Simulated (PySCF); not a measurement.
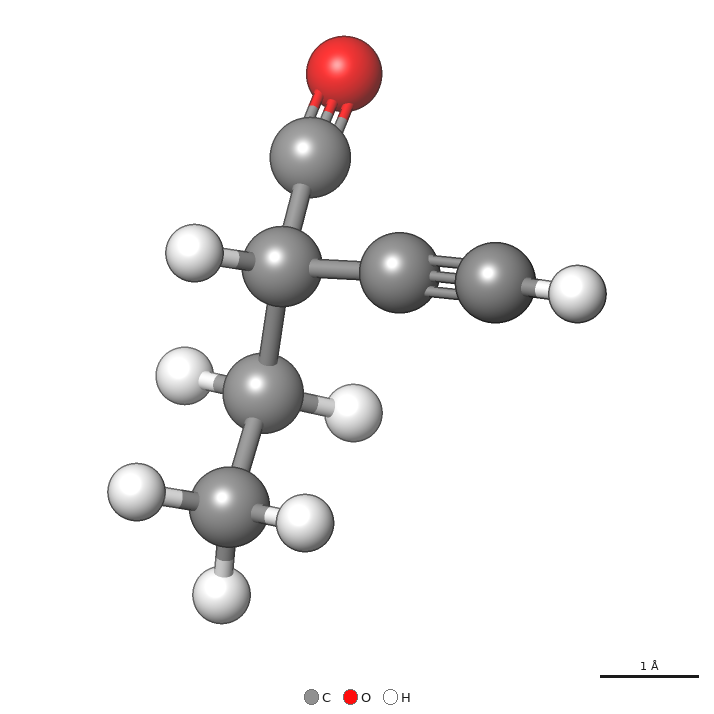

Multiple sticks mark multiple bonds (one Kekulé form).

The species has charge +1 and is a spin singlet. The computed structure is the end point of a GFN2-xTB optimisation. No frequency run is at hand to confirm it as a minimum.

**Count the atoms of each element.**

C₆H₇O⁺, 14 atoms: 6 carbon, 7 hydrogen and 1 oxygen.

**Name functional groups in it.**

Among them: alkyne.

**Count the bonded pairs by element.**

7 C–H, 5 C–C, 1 C–O.

More results for the same structure follow; atom numbers are the same in all pictures, views and colours differ.

## Shape

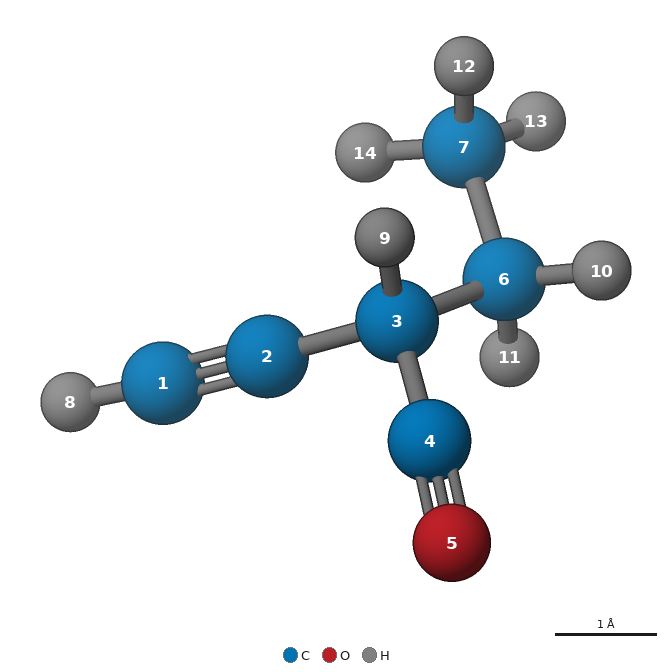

The atoms are numbered. No frequency run is at hand to confirm it as a minimum.

**How are the neighbours of atom 7 arranged?**

C7 has 4 neighbours (C6 at 1.52, H12 at 1.09, H13 at 1.09, H14 at 1.09 Å); the arrangement is tetrahedral.

**Describe the coordination of atom 1.**

C1 has 2 neighbours (C2 at 1.20, H8 at 1.05 Å); the arrangement is linear.

**Describe the coordination of atom 2.**

C2 has 2 neighbours (C1 at 1.20, C3 at 1.47 Å); the arrangement is linear.

**Describe the coordination of atom 4.**

C4 has 2 neighbours (C3 at 1.39, O5 at 1.12 Å); the arrangement is linear.

**Which bond is the longest?**

C3–C6, 1.574 Å.

**What is the dihedral angle C2–C3–C6–C7?**

69° in size, that is gauche.

## Charges

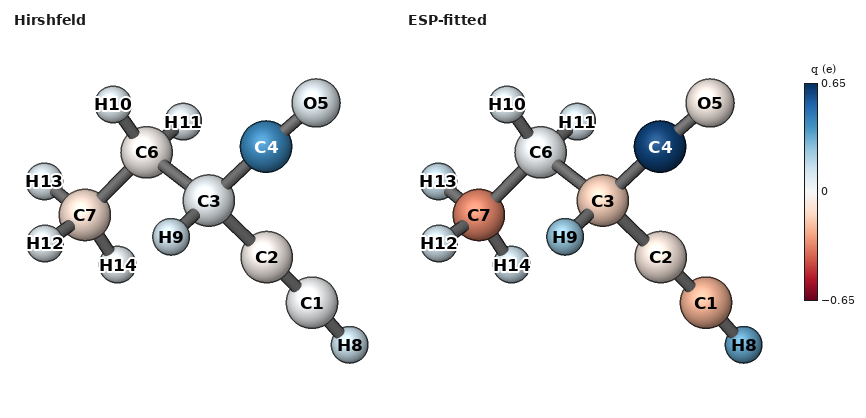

Atomic charges of one calculation by 2 schemes, on one colour scale. No frequency run is at hand to confirm it as a minimum. Computed with PBE0/pcSseg-1 (PySCF 2.14.0).

**Which scheme gives the most polar picture (largest mean size of the charges)?**

The ESP-fitted charges are the largest in size here.

**On which atom do the schemes disagree most?**

On C1 (from −0.22 to 0.01 e); C7 (from −0.31 to −0.09 e).

List the charges (e), one line for each set of equivalent atoms.

```
atom  Hirshfeld  ESP-fitted
  C1       0.01       −0.22
  C2      −0.03       −0.06
  C3       0.04       −0.14
  C4       0.42        0.60
  O5       0.07       −0.04
  C6      −0.02        0.03
  C7      −0.09       −0.31
  H8       0.14        0.33
  H9       0.13        0.24
 H10       0.07        0.08
 H11       0.07        0.10
 H12       0.06        0.12
 H13       0.08        0.15
 H14       0.06        0.13
```

## NMR shielding

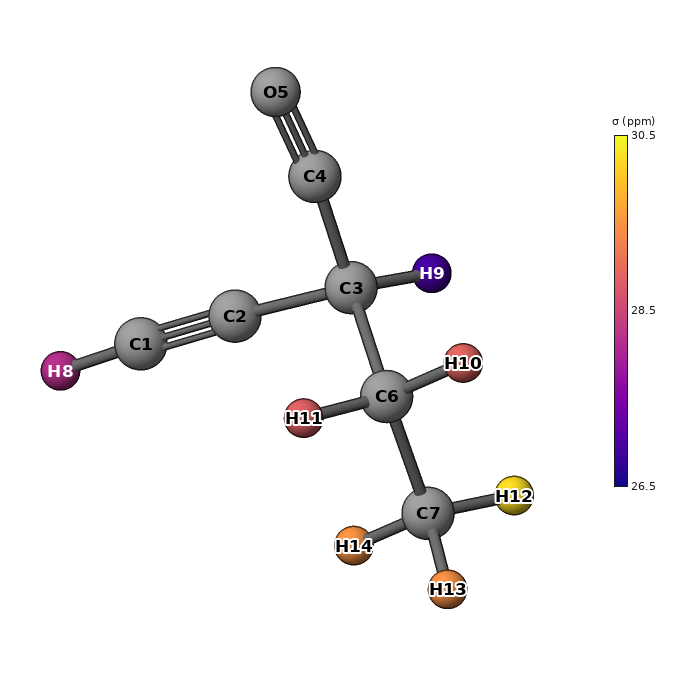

Atoms are coloured by their isotropic NMR shieldings (H only, the others grey). No frequency run is at hand to confirm it as a minimum. Properties computed with GIAO PBE0/pcSseg-1 NMR shielding, non-relativistic, gas phase (PySCF 2.14.0).

List the isotropic NMR shieldings of the H atoms.

```tsv
atom	σ (ppm)
H8	28.18
H9	26.94
H10	28.92
H11	28.85
H12	30.21
H13	29.44
H14	29.47
```

## Electronic properties

No frequency run is at hand to confirm it as a minimum. Level of theory: PBE0/def2-SVPD, gas phase (PySCF 2.14.0). Excitations: vertical, linear response.

**Give the HOMO energy (Kohn–Sham orbital) at this level.**

−13.37 eV.

**Estimate the LUMO energy (Kohn–Sham orbital).**

−7.72 eV.

**Estimate the mean static polarisability.**

66.3 bohr³.

**Estimate the brightest of the 6 lowest singlets.**

4.93 eV.
